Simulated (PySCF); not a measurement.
**C4H8GeO2S2: geometry relaxation**

System: C4H8GeO2S2.
Method: PBE0-D3(BJ)/def2-SVP geometry optimisation, gas phase (PySCF 2.14.0).

It belongs to a series of runs on one base structure; here: H on C replaced by OCOCH3.

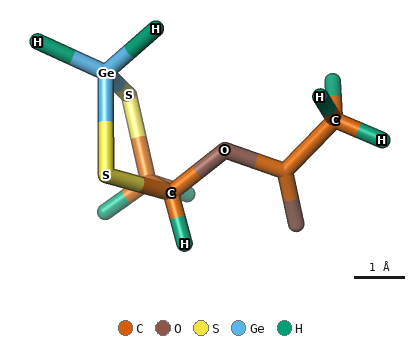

The starting structure (stick view, seen at a tilt). Sticks mark near contacts. Bond lengths as drawn: C–C 1.50 to 1.51 Å, C–H 1.05 to 1.11 Å, C–O 1.19 to 1.45 Å, C–S 1.82 to 1.84 Å, Ge–H 1.51 to 1.53 Å and Ge–S 2.23 to 2.24 Å.

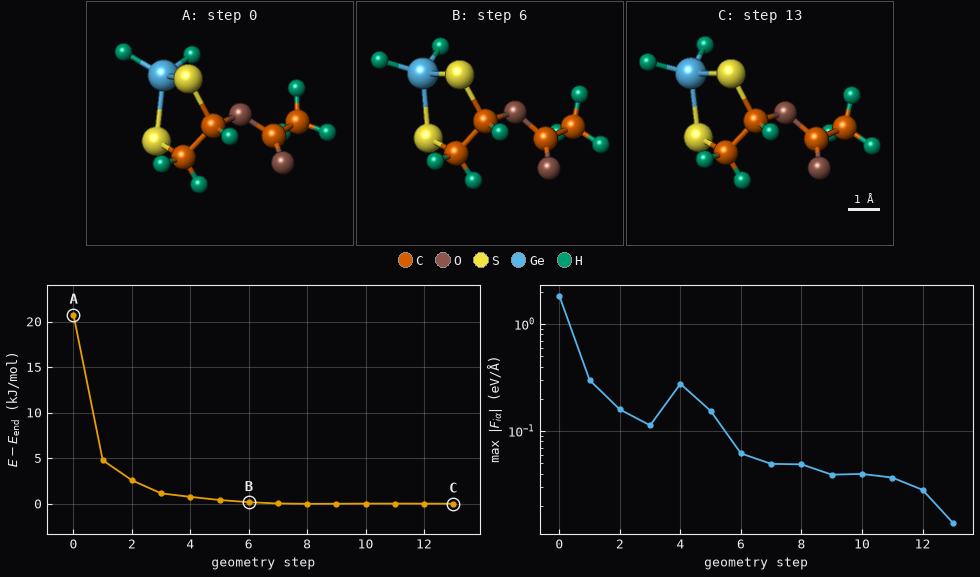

Frames of the relaxation (ball-and-stick view, seen at a tilt) above the curves, on which the letters mark them (steps are counted from 0).

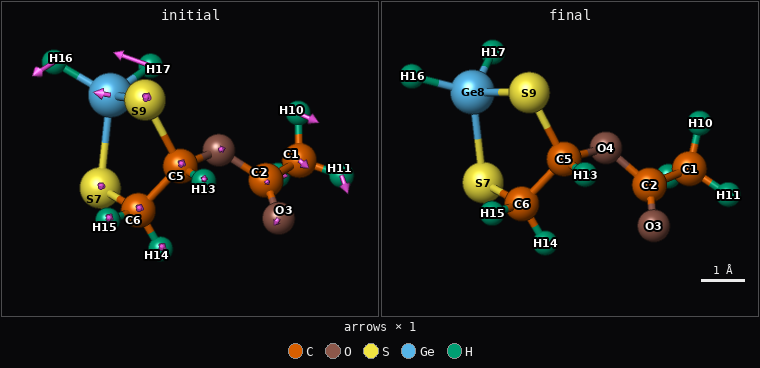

Before (left) and after (right) the relaxation, at one scale (ball-and-stick view, seen at a tilt). The pink arrows give the displacements, at true length. Over 13 geometry steps the energy falls by 20.7 kJ/mol. Largest force component: 1.8 eV/Å at the start, 0.014 eV/Å at the end. The largest move after the best rigid fit is that of H17, 0.95 Å. By element the largest moves are H 0.95 Å, Ge 0.44 Å, C 0.32 Å, S 0.29 Å, O 0.21 Å. Among the contacts that change: C1–H11 1.052 → 1.095 Å, O4–C5 1.447 → 1.419 Å, C2–O4 1.319 → 1.347 Å, C5–H13 1.076 → 1.102 Å. Among the angles that change: C5–S9–Ge8 86.9° → 94.6°, S7–Ge8–H17 113.5° → 110.3°, O4–C5–S9 105.7° → 108.7°. (Atoms are counted from 1 in the order of the input.)

The input that produced these results follows, with the program's output.

### The input
```
{"job": {"xc": "PBE0", "basis": "def2-SVP", "d3": "d3bj", "grid": 1, "shake": 0.01, "kind": "geom"}, "charge": 0, "multiplicity": 1}
C      2.633580     0.571840    -0.042720
C      1.638840    -0.423910     0.475550
O      1.865190    -1.561500     0.748300
O      0.443270     0.122330     0.586240
C     -0.645280    -0.729390     1.013370
C     -1.304760    -1.399860    -0.162870
S     -1.835960    -0.194790    -1.425790
Ge    -2.044240     1.500500     0.002070
S     -1.805770     0.366440     1.921430
H      2.446880     1.552700     0.449450
H      3.620710     0.248700     0.121960
H      2.444220     0.722520    -1.107930
H     -0.292970    -1.461680     1.718980
H     -0.600850    -2.060050    -0.644950
H     -2.166890    -1.993790     0.169870
H     -3.419990     2.176770    -0.036960
H     -0.992480     2.575010    -0.177980
```

The first line tells a small driver script what to run in PySCF; the rest is the geometry in Å.

Command:
```bash
OMP_NUM_THREADS=1 python <driver script> task.json out
```

### What the program printed
```
step   0  E = -3179.53134349  max force = 0.035580
step   1  E = -3179.53742584  max force = 0.005802
step   2  E = -3179.53826474  max force = 0.003087
step   3  E = -3179.53881229  max force = 0.002195
step   4  E = -3179.53895919  max force = 0.005363
step   5  E = -3179.53909033  max force = 0.002994
step   6  E = -3179.53918185  max force = 0.001199
step   7  E = -3179.53923494  max force = 0.000959
step   8  E = -3179.53925040  max force = 0.000949
step   9  E = -3179.53924737  max force = 0.000760
step  10  E = -3179.53924112  max force = 0.000772
step  11  E = -3179.53924015  max force = 0.000714
step  12  E = -3179.53924279  max force = 0.000549
step  13  E = -3179.53924533  max force = 0.000270
optimisation converged
```

### Trajectory as extended XYZ (Å, eV, eV/Å), 14 frames, from step=0 to step=13
```
17
Properties=species:S:1:pos:R:3:forces:R:3 step=0 energy=-86519.45475
C     2.6336    0.5718   -0.0427   -1.8296   1.1048   0.2783
C     1.6388   -0.4239    0.4755    0.9958   0.3874  -0.3070
O     1.8652   -1.5615    0.7483    0.2568  -1.1204   0.2185
O     0.4433    0.1223    0.5862   -1.5433  -0.0944   0.2697
C    -0.6453   -0.7294    1.0134   -0.0133   1.1128   0.0813
C    -1.3048   -1.3999   -0.1629   -0.3901   0.4407   0.0257
S    -1.8360   -0.1948   -1.4258   -0.1248   0.0705  -0.1996
Ge   -2.0442    1.5005    0.0021   -0.5475   0.0632   0.2400
S    -1.8058    0.3664    1.9214    0.1942  -0.0645  -0.4909
H     2.4469    1.5527    0.4495    0.1711  -0.3885  -0.2079
H     3.6207    0.2487    0.1220    1.5790  -0.6086   0.2281
H     2.4442    0.7225   -1.1079    0.0244  -0.0011  -0.3031
H    -0.2930   -1.4617    1.7190    0.4310  -0.5863   0.4867
H    -0.6008   -2.0600   -0.6450    0.5591  -0.4833  -0.3251
H    -2.1669   -1.9938    0.1699    0.0201   0.0240   0.1089
H    -3.4200    2.1768   -0.0370   -0.1545  -0.0746  -0.0191
H    -0.9925    2.5750   -0.1780    0.3716   0.2181  -0.0845
17
Properties=species:S:1:pos:R:3:forces:R:3 step=1 energy=-86519.62026
C     2.6809    0.5252   -0.0288    0.2437   0.0501   0.0481
C     1.6763   -0.4519    0.4847   -0.2789  -0.1012   0.1017
O     1.8679   -1.6076    0.7526   -0.0066   0.1173  -0.0472
O     0.4592    0.1372    0.6009    0.2984  -0.1613   0.0162
C    -0.6241   -0.6776    1.0194   -0.0152   0.0925   0.0707
C    -1.2791   -1.3494   -0.1739    0.0191  -0.0581  -0.0460
S    -1.8761   -0.1603   -1.4335    0.0320   0.0051  -0.0037
Ge   -2.1808    1.5275   -0.0001   -0.0415   0.0568   0.0262
S    -1.8121    0.3949    1.8911    0.0612   0.0641  -0.0479
H     2.5502    1.4997    0.4577   -0.0143   0.0312   0.0346
H     3.7027    0.1478    0.1346   -0.2070   0.0064  -0.0653
H     2.5068    0.6774   -1.1042    0.0197  -0.0276  -0.0389
H    -0.2576   -1.4345    1.7341   -0.0859   0.0127  -0.0621
H    -0.5462   -2.0070   -0.6675   -0.0041   0.0325  -0.0182
H    -2.1226   -1.9622    0.1731    0.0296  -0.0277   0.0290
H    -3.6101    2.0952   -0.0138   -0.0040  -0.0502   0.0134
H    -1.1541    2.6565   -0.2167   -0.0463  -0.0426  -0.0105
17
Properties=species:S:1:pos:R:3:forces:R:3 step=2 energy=-86519.64309
C     2.7315    0.4871   -0.0061    0.0357   0.0738   0.0288
C     1.6826   -0.4633    0.4746   -0.1330   0.0661  -0.0644
O     1.8318   -1.6340    0.6954   -0.0027  -0.0417   0.0364
O     0.4913    0.1644    0.6058    0.1588  -0.0410   0.0515
C    -0.6089   -0.6301    1.0176   -0.0428   0.0331  -0.0079
C    -1.2542   -1.3187   -0.1727   -0.0552  -0.0154  -0.0072
S    -1.8872   -0.1544   -1.4374    0.0684   0.0224   0.0224
Ge   -2.2655    1.5263   -0.0127   -0.0347  -0.0233  -0.0004
S    -1.7995    0.4438    1.8848    0.1035  -0.0051  -0.0719
H     2.6507    1.4486    0.5189    0.0035  -0.0108  -0.0011
H     3.7254    0.0472    0.1351   -0.0248  -0.0105  -0.0189
H     2.5651    0.6833   -1.0766    0.0034  -0.0080  -0.0002
H    -0.2521   -1.3886    1.7321   -0.0872  -0.0240   0.0268
H    -0.5100   -1.9633   -0.6655   -0.0004   0.0306  -0.0101
H    -2.0815   -1.9479    0.1839    0.0244  -0.0308   0.0204
H    -3.7260    2.0047   -0.0022   -0.0113  -0.0260   0.0135
H    -1.3121    2.7059   -0.2652   -0.0055   0.0105  -0.0177
17
Properties=species:S:1:pos:R:3:forces:R:3 step=3 energy=-86519.65799
C     2.7706    0.4570    0.0175   -0.0793  -0.0326  -0.0217
C     1.6883   -0.4755    0.4678   -0.0280   0.1129  -0.0515
O     1.7927   -1.6592    0.6410    0.0758  -0.0801   0.0171
O     0.5265    0.1865    0.6358   -0.0451   0.0465   0.0739
C    -0.5975   -0.5886    1.0246   -0.0215  -0.0331  -0.0667
C    -1.2209   -1.2864   -0.1718   -0.0700  -0.0002  -0.0136
S    -1.8484   -0.1381   -1.4505    0.0687   0.0343   0.0206
Ge   -2.3393    1.5188   -0.0360   -0.0194  -0.0359  -0.0223
S    -1.7881    0.4931    1.8685    0.0539   0.0057  -0.0036
H     2.7421    1.3943    0.5893    0.0004  -0.0216  -0.0028
H     3.7397   -0.0389    0.1156    0.0919  -0.0187   0.0144
H     2.5986    0.7070   -1.0413   -0.0110   0.0134   0.0179
H    -0.2785   -1.3544    1.7482   -0.0031  -0.0011   0.0529
H    -0.4590   -1.9176   -0.6527   -0.0015  -0.0049  -0.0115
H    -2.0388   -1.9317    0.1790    0.0090  -0.0075   0.0031
H    -3.8314    1.8858   -0.0105   -0.0119  -0.0017   0.0098
H    -1.4754    2.7590   -0.3149   -0.0089   0.0246  -0.0159
17
Properties=species:S:1:pos:R:3:forces:R:3 step=4 energy=-86519.66198
C     2.7996    0.4282    0.0312   -0.1496   0.0461  -0.0273
C     1.6947   -0.4799    0.4778    0.2758  -0.0010  -0.1041
O     1.7951   -1.6701    0.6126   -0.1753  -0.0570   0.0737
O     0.5523    0.2002    0.6821   -0.0452  -0.0041   0.0257
C    -0.5937   -0.5610    1.0354    0.0138  -0.0933  -0.0609
C    -1.1913   -1.2552   -0.1774   -0.0290   0.0149  -0.0055
S    -1.7831   -0.1022   -1.4660    0.0426   0.0403   0.0113
Ge   -2.4013    1.5102   -0.0548   -0.0057  -0.0262  -0.0184
S    -1.7861    0.5293    1.8549   -0.0077   0.0309   0.0386
H     2.8183    1.3450    0.6344    0.0206   0.0212  -0.0057
H     3.7522   -0.1061    0.0859    0.0570  -0.0164   0.0338
H     2.6102    0.7180   -1.0143   -0.0125   0.0336   0.0185
H    -0.3124   -1.3324    1.7695    0.0462   0.0050   0.0314
H    -0.4145   -1.8779   -0.6444   -0.0049  -0.0312  -0.0083
H    -2.0102   -1.9103    0.1528   -0.0078   0.0168  -0.0030
H    -3.9171    1.7662   -0.0256   -0.0048   0.0051   0.0068
H    -1.6318    2.8091   -0.3446   -0.0135   0.0154  -0.0064
17
Properties=species:S:1:pos:R:3:forces:R:3 step=5 energy=-86519.66555
C     2.8059    0.4143    0.0346    0.0058  -0.1054  -0.0277
C     1.7055   -0.4964    0.4854    0.0414  -0.0551   0.0173
O     1.7748   -1.6899    0.6194    0.0703   0.0398  -0.0289
O     0.5756    0.1971    0.7074   -0.1539   0.0860  -0.0247
C    -0.5841   -0.5524    1.0393    0.0365  -0.0743  -0.0139
C    -1.1735   -1.2355   -0.1851    0.0164   0.0188   0.0147
S    -1.7270   -0.0662   -1.4743    0.0123   0.0194  -0.0023
Ge   -2.4266    1.5074   -0.0612    0.0055  -0.0157   0.0063
S    -1.7707    0.5506    1.8494   -0.0404   0.0377   0.0316
H     2.8393    1.3211    0.6520    0.0028   0.0023   0.0105
H     3.7595   -0.1237    0.0654    0.0218   0.0175   0.0141
H     2.5987    0.7245   -1.0014   -0.0118   0.0136   0.0141
H    -0.3232   -1.3259    1.7800    0.0349   0.0053  -0.0142
H    -0.3960   -1.8626   -0.6459   -0.0140  -0.0289   0.0002
H    -2.0014   -1.8869    0.1294   -0.0191   0.0287  -0.0025
H    -3.9534    1.6931   -0.0291    0.0015   0.0039   0.0037
H    -1.7224    2.8424   -0.3557   -0.0099   0.0067   0.0017
17
Properties=species:S:1:pos:R:3:forces:R:3 step=6 energy=-86519.66804
C     2.8086    0.4157    0.0321    0.0204  -0.0401  -0.0165
C     1.7094   -0.4980    0.4762    0.0021  -0.0462   0.0572
O     1.7875   -1.6895    0.6199    0.0244   0.0327  -0.0294
O     0.5718    0.1910    0.6865   -0.0617   0.0366  -0.0382
C    -0.5821   -0.5605    1.0322    0.0281  -0.0128  -0.0001
C    -1.1882   -1.2398   -0.1853    0.0106   0.0075   0.0122
S    -1.7409   -0.0651   -1.4706    0.0209   0.0100  -0.0059
Ge   -2.4202    1.5114   -0.0510    0.0028  -0.0082   0.0111
S    -1.7607    0.5469    1.8548   -0.0157   0.0065   0.0159
H     2.8279    1.3263    0.6451   -0.0027  -0.0028   0.0063
H     3.7682   -0.1116    0.0793   -0.0120   0.0074  -0.0019
H     2.6099    0.7215   -1.0067   -0.0004   0.0078   0.0002
H    -0.3092   -1.3319    1.7710    0.0111  -0.0026  -0.0205
H    -0.4238   -1.8789   -0.6522   -0.0071  -0.0124   0.0007
H    -2.0227   -1.8786    0.1372   -0.0139   0.0166   0.0011
H    -3.9451    1.7096   -0.0118   -0.0006  -0.0011   0.0060
H    -1.7093    2.8427   -0.3470   -0.0064   0.0013   0.0019
17
Properties=species:S:1:pos:R:3:forces:R:3 step=7 energy=-86519.66949
C     2.8193    0.4028    0.0264    0.0280   0.0375   0.0172
C     1.7135   -0.5036    0.4656   -0.0207  -0.0170  -0.0034
O     1.7873   -1.6957    0.6035   -0.0143   0.0079   0.0086
O     0.5763    0.1912    0.6721    0.0493  -0.0267  -0.0092
C    -0.5745   -0.5587    1.0271   -0.0035   0.0360   0.0262
C    -1.1948   -1.2288   -0.1867   -0.0054  -0.0200  -0.0099
S    -1.7288   -0.0406   -1.4666    0.0023  -0.0004  -0.0113
Ge   -2.4298    1.5134   -0.0338   -0.0065   0.0118   0.0070
S    -1.7450    0.5506    1.8645    0.0120  -0.0147  -0.0016
H     2.8437    1.3088    0.6465    0.0013  -0.0001   0.0015
H     3.7768   -0.1286    0.0730   -0.0301  -0.0033  -0.0145
H     2.6229    0.7207   -1.0090    0.0029  -0.0045  -0.0074
H    -0.2951   -1.3322    1.7611   -0.0026  -0.0066  -0.0196
H    -0.4443   -1.8823   -0.6571   -0.0059   0.0026   0.0027
H    -2.0406   -1.8513    0.1380   -0.0062   0.0063   0.0008
H    -3.9580    1.6853    0.0140   -0.0005  -0.0045   0.0073
H    -1.7476    2.8600   -0.3290   -0.0001  -0.0042   0.0056
17
Properties=species:S:1:pos:R:3:forces:R:3 step=8 energy=-86519.66991
C     2.8330    0.3907    0.0194    0.0148   0.0435   0.0121
C     1.7216   -0.5111    0.4539   -0.0284   0.0069   0.0166
O     1.7898   -1.7033    0.5922   -0.0204  -0.0030   0.0006
O     0.5875    0.1897    0.6602    0.0446  -0.0488  -0.0215
C    -0.5654   -0.5544    1.0205   -0.0132   0.0398   0.0342
C    -1.2030   -1.2158   -0.1894    0.0109  -0.0108  -0.0134
S    -1.7279   -0.0165   -1.4623   -0.0093  -0.0061  -0.0041
Ge   -2.4444    1.5157   -0.0144   -0.0105   0.0179   0.0045
S    -1.7232    0.5574    1.8733    0.0204  -0.0113  -0.0087
H     2.8641    1.2924    0.6459   -0.0003  -0.0050   0.0000
H     3.7864   -0.1476    0.0623   -0.0174  -0.0076  -0.0161
H     2.6380    0.7175   -1.0134    0.0046  -0.0044  -0.0084
H    -0.2843   -1.3328    1.7483   -0.0043  -0.0106  -0.0117
H    -0.4662   -1.8803   -0.6657    0.0007   0.0069  -0.0021
H    -2.0564   -1.8252    0.1406    0.0030   0.0005   0.0039
H    -3.9754    1.6581    0.0509    0.0010  -0.0042   0.0065
H    -1.7931    2.8767   -0.3128    0.0038  -0.0036   0.0077
17
Properties=species:S:1:pos:R:3:forces:R:3 step=9 energy=-86519.66983
C     2.8494    0.3740    0.0028   -0.0063   0.0170   0.0029
C     1.7297   -0.5212    0.4317   -0.0256   0.0373  -0.0033
O     1.7869   -1.7145    0.5639   -0.0057  -0.0187   0.0049
O     0.6018    0.1881    0.6406    0.0391  -0.0383  -0.0119
C    -0.5519   -0.5475    1.0131   -0.0242   0.0173   0.0186
C    -1.2139   -1.1985   -0.1897    0.0064   0.0032  -0.0106
S    -1.7419    0.0123   -1.4500   -0.0169  -0.0054   0.0117
Ge   -2.4628    1.5212    0.0205   -0.0066   0.0110  -0.0013
S    -1.6890    0.5660    1.8900    0.0207  -0.0029  -0.0128
H     2.8943    1.2665    0.6413    0.0019  -0.0038   0.0009
H     3.7950   -0.1777    0.0333    0.0047  -0.0063  -0.0097
H     2.6543    0.7164   -1.0250   -0.0003  -0.0011  -0.0033
H    -0.2656   -1.3338    1.7299   -0.0075  -0.0072   0.0047
H    -0.4937   -1.8726   -0.6779    0.0055   0.0132  -0.0050
H    -2.0713   -1.7955    0.1522    0.0080  -0.0123   0.0008
H    -3.9950    1.6314    0.1160    0.0021  -0.0009   0.0049
H    -1.8451    2.8965   -0.2830    0.0048  -0.0020   0.0083
17
Properties=species:S:1:pos:R:3:forces:R:3 step=10 energy=-86519.66966
C     2.8575    0.3626   -0.0185   -0.0230  -0.0149  -0.0113
C     1.7342   -0.5285    0.4119   -0.0024   0.0397  -0.0087
O     1.7856   -1.7223    0.5425    0.0062  -0.0226   0.0019
O     0.6114    0.1855    0.6253    0.0069  -0.0090  -0.0056
C    -0.5424   -0.5441    1.0090   -0.0205  -0.0141  -0.0045
C    -1.2227   -1.1876   -0.1879   -0.0038   0.0182   0.0015
S    -1.7670    0.0301   -1.4346   -0.0112   0.0002   0.0202
Ge   -2.4728    1.5284    0.0547    0.0003  -0.0036  -0.0034
S    -1.6616    0.5690    1.9064    0.0118   0.0064  -0.0085
H     2.9140    1.2494    0.6268    0.0037  -0.0025   0.0009
H     3.7976   -0.1983    0.0000    0.0210  -0.0029  -0.0005
H     2.6585    0.7131   -1.0428   -0.0052   0.0057   0.0033
H    -0.2511   -1.3373    1.7162   -0.0060  -0.0003   0.0159
H    -0.5115   -1.8614   -0.6891    0.0071   0.0113  -0.0081
H    -2.0770   -1.7832    0.1641    0.0107  -0.0173  -0.0024
H    -4.0038    1.6270    0.1771    0.0013   0.0035   0.0040
H    -1.8678    2.9084   -0.2514    0.0029   0.0021   0.0053
17
Properties=species:S:1:pos:R:3:forces:R:3 step=11 energy=-86519.66963
C     2.8591    0.3526   -0.0476   -0.0228  -0.0367  -0.0179
C     1.7361   -0.5357    0.3902    0.0207   0.0114  -0.0148
O     1.7843   -1.7302    0.5187    0.0141  -0.0101   0.0000
O     0.6182    0.1809    0.6133   -0.0241   0.0272   0.0055
C    -0.5347   -0.5441    1.0088   -0.0028  -0.0365  -0.0267
C    -1.2306   -1.1794   -0.1835   -0.0149   0.0217   0.0137
S    -1.7970    0.0452   -1.4133   -0.0020   0.0042   0.0159
Ge   -2.4763    1.5382    0.0937    0.0080  -0.0161  -0.0020
S    -1.6356    0.5684    1.9264   -0.0027   0.0125   0.0030
H     2.9285    1.2342    0.6036    0.0048  -0.0001   0.0008
H     3.7958   -0.2144   -0.0451    0.0212   0.0019   0.0057
H     2.6501    0.7108   -1.0673   -0.0083   0.0104   0.0076
H    -0.2382   -1.3433    1.7071   -0.0034   0.0068   0.0175
H    -0.5240   -1.8463   -0.6999    0.0050   0.0060  -0.0078
H    -2.0774   -1.7813    0.1762    0.0077  -0.0148  -0.0051
H    -4.0048    1.6374    0.2417   -0.0001   0.0070   0.0037
H    -1.8723    2.9183   -0.2131   -0.0007   0.0051   0.0010
17
Properties=species:S:1:pos:R:3:forces:R:3 step=12 energy=-86519.66970
C     2.8574    0.3472   -0.0665   -0.0088  -0.0263  -0.0129
C     1.7361   -0.5400    0.3771    0.0210  -0.0097  -0.0118
O     1.7838   -1.7349    0.5034    0.0092   0.0024   0.0004
O     0.6208    0.1778    0.6085   -0.0243   0.0262   0.0085
C    -0.5311   -0.5459    1.0105    0.0083  -0.0282  -0.0241
C    -1.2350   -1.1760   -0.1797   -0.0126   0.0122   0.0131
S    -1.8112    0.0534   -1.3995   -0.0009   0.0030   0.0059
Ge   -2.4751    1.5439    0.1161    0.0088  -0.0120   0.0014
S    -1.6222    0.5669    1.9389   -0.0075   0.0090   0.0054
H     2.9342    1.2255    0.5884    0.0036   0.0001   0.0004
H     3.7937   -0.2210   -0.0740    0.0082   0.0027   0.0031
H     2.6402    0.7115   -1.0822   -0.0062   0.0089   0.0052
H    -0.2316   -1.3471    1.7055   -0.0029   0.0070   0.0100
H    -0.5301   -1.8381   -0.7047    0.0020   0.0035  -0.0045
H    -2.0774   -1.7828    0.1821    0.0044  -0.0083  -0.0034
H    -4.0020    1.6474    0.2766   -0.0005   0.0059   0.0035
H    -1.8693    2.9233   -0.1906   -0.0018   0.0037  -0.0003
17
Properties=species:S:1:pos:R:3:forces:R:3 step=13 energy=-86519.66977
C     2.8562    0.3458   -0.0726    0.0004  -0.0107  -0.0071
C     1.7361   -0.5413    0.3730    0.0085  -0.0123  -0.0083
O     1.7841   -1.7363    0.4981    0.0025   0.0060   0.0023
O     0.6210    0.1768    0.6077   -0.0116   0.0104   0.0059
C    -0.5303   -0.5472    1.0114    0.0106  -0.0130  -0.0139
C    -1.2365   -1.1756   -0.1779   -0.0079   0.0053   0.0079
S    -1.8140    0.0554   -1.3952   -0.0021   0.0009   0.0011
Ge   -2.4735    1.5454    0.1224    0.0060  -0.0045   0.0031
S    -1.6190    0.5663    1.9429   -0.0047   0.0032   0.0022
H     2.9352    1.2229    0.5837    0.0024  -0.0007   0.0003
H     3.7930   -0.2218   -0.0834    0.0003   0.0013  -0.0005
H     2.6357    0.7128   -1.0865   -0.0042   0.0061   0.0020
H    -0.2298   -1.3482    1.7063   -0.0027   0.0043   0.0053
H    -0.5323   -1.8366   -0.7053    0.0008   0.0034  -0.0025
H    -2.0780   -1.7837    0.1839    0.0029  -0.0050  -0.0014
H    -4.0000    1.6518    0.2857   -0.0001   0.0037   0.0032
H    -1.8668    2.9245   -0.1847   -0.0012   0.0015   0.0003
```

### Key numbers

- outcome: converged
- total energy: −3179.539245 hartree
- dipole moment: 1.28 D
- point group: C1
- hardware: 1 CPU thread, shared host
- wall time: 10 min
- peak memory: 1 GiB
